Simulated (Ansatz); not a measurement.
Input

```
crystal:
  periodic: [false, false, false]
  atoms:
    - { symbol: Zr, position_ang: [0.0, 0.0, 0.0] }
    - { symbol: Cl, position_ang: [0.0, 0.0, 2.77] }
    - { symbol: Cl, position_ang: [2.3764, 0.0, -0.8392] }
    - { symbol: Cl, position_ang: [-1.1869, 2.0563, -0.8392] }
    - { symbol: Cl, position_ang: [-1.1869, -2.0563, -0.8392] }
    - { symbol: Si, position_ang: [0.0, 0.0, 5.2] }
    - { symbol: H, position_ang: [-0.7436, -1.1581, 5.6874] }
    - { symbol: H, position_ang: [1.3747, -0.0649, 5.6874] }
    - { symbol: H, position_ang: [-0.6311, 1.223, 5.6874] }
magnetization:
  spin_polarized: true
  initial_magnetization: 1
basis:
  gaussian: { orbitals: def2-SVP }
hamiltonian:
  xc: pbe
relax:
  f_tol: 0.15
  max_steps: 25
  restrain:
    - { distance: [1, 5], at: 2.13, k: 30.0 }
    - { distance: [0, 1], at: 3.72, k: 30.0 }
output:
  orbitals: {}
```

Command:

```sh
ansatz run input.yaml --threads 4 --pin off --max-ram 5120MiB --backend cpu --events-out ev --progress --plain --runs-dir out
```

The fields are those of the relaxed geometry.

Core potentials replace the inner electrons of Zr.

Level of theory: Ansatz, UKS PBE/def2-SVP.

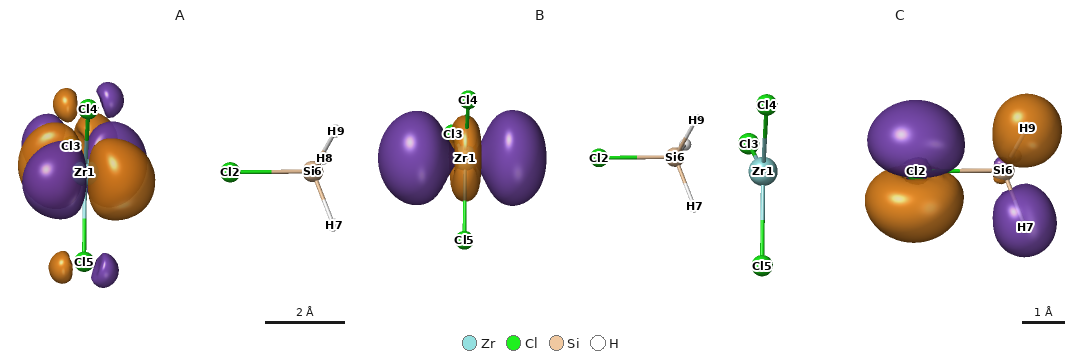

Cl₃Zr···ClH₃Si (doublet). Three frontier orbitals at ±0.1 Å⁻³ᐟ² (orange and purple are the two phases), in no order.

Question: Order the three orbitals by energy and name them. All are α orbitals.

Answer: C is the HOMO−1 (α) (−7.76 eV). It lies mainly on Cl2 (about 70 %), Si6 (about 10 %), H7 (about 5 %) and H9 (about 5 %); largely a lone pair of Cl2. B is the HOMO (α) (−4.68 eV). Its weight (Hirshfeld) is mainly on Zr1 (about 90 %). A is the LUMO (α) (−3.34 eV). It lies mainly on Zr1 (about 80 %) and Cl3 (about 15 %).

Question: What is the gap between the highest occupied and lowest empty α orbitals?

Answer: 1.34 eV between the orbital energies.
